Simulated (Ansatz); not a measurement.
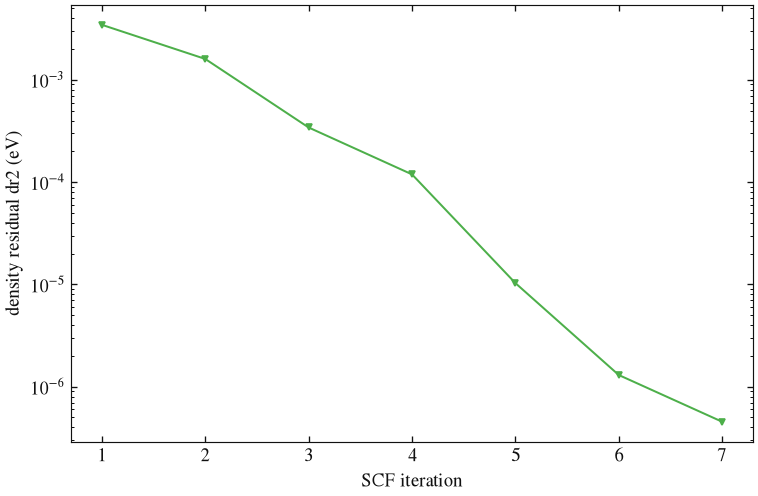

The plot shows the SCF iterations of a calculation: density residual dr2. The starting density is a sum of atomic densities corrected by a trained network.

Cu2Sn3 (5 atoms in the cell), run with Ansatz.

```
crystal:
  lattice:
    - [1.6807372246, 0.9703740891, 11.1068011282]
    - [-1.6807372246, 0.9703740891, 11.1068011282]
    - [0.0, -1.9407481782, 11.1068011282]
  atoms:
    - { symbol: Cu, position: [0.1897367988, 0.1897367988, 0.1897367988] }
    - { symbol: Cu, position: [0.8102632012, 0.8102632012, 0.8102632012] }
    - { symbol: Sn, position: [0.0, 0.0, 0.0] }
    - { symbol: Sn, position: [0.5811253353, 0.5811253353, 0.5811253353] }
    - { symbol: Sn, position: [0.4188746647, 0.4188746647, 0.4188746647] }
basis:
  ecutwfc: 420
kpoints:
  mp_grid: { grid: [12, 11, 13] }
hamiltonian:
  xc: pbe
scf:
  occupations: { method: gaussian, width: 0.1 }
  max_iter: 75
output:
  forces: true
  eigenvalues: true
  stress: true
```

Launched with:
```bash
ansatz run input.yaml --threads 1 --pin off --max-ram 2560MiB --backend cpu --events-out ev --progress --plain --runs-dir out
```

Was self-consistency reached?

It was still iterating, at step 7, when the time limit ended it. The residual is still falling at the last step (down to 5 × 10⁻⁷). From the first spectrum the program read the system as a metal and chose the Kerker preconditioner.

Why did it fail, and what helps?

The input holds a fault, a mesh that breaks the symmetry: kpoints.mp_grid.grid set to [12, 11, 13] (from [12, 12, 12]). The plot doesn't show it to be the cause; the time allowed was short.
